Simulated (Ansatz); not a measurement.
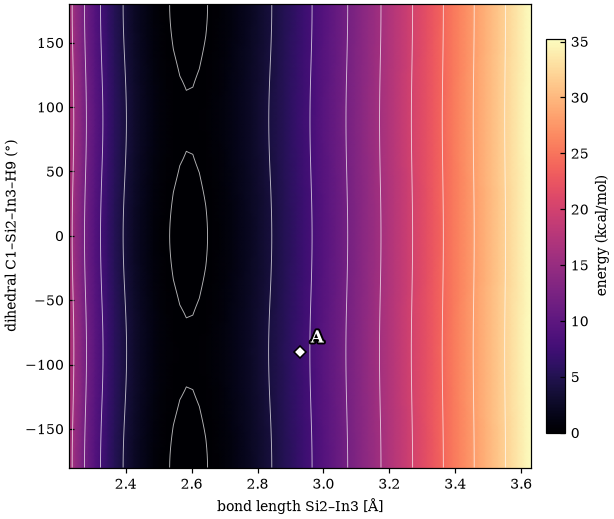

CH₇InSi, SMILES C[SiH2][InH2]. 
- Coordinates scanned: (1) bond length Si2–In3; (2) dihedral C1–Si2–In3–H9.
- Nothing is relaxed (all other coordinates rigid).
- Grid: 11 × 12 points.
- Energies: kcal/mol, counted from the lowest grid point.
- Method: Ansatz 0.2.0, RKS PBE0-D4/def2-SVP.

Drawn: a smooth colour map with a few white contour lines, the point A. Between grid points the surface is interpolated.

**Which way does the force act at A, and how strong is it?**

A, at bond length Si2–In3 = 2.93 Å, dihedral C1–Si2–In3–H9 = −90°, is not a stationary point. The computed force is 34 kcal/mol for each Å towards smaller values of bond length Si2–In3 and nearly zero along dihedral C1–Si2–In3–H9.
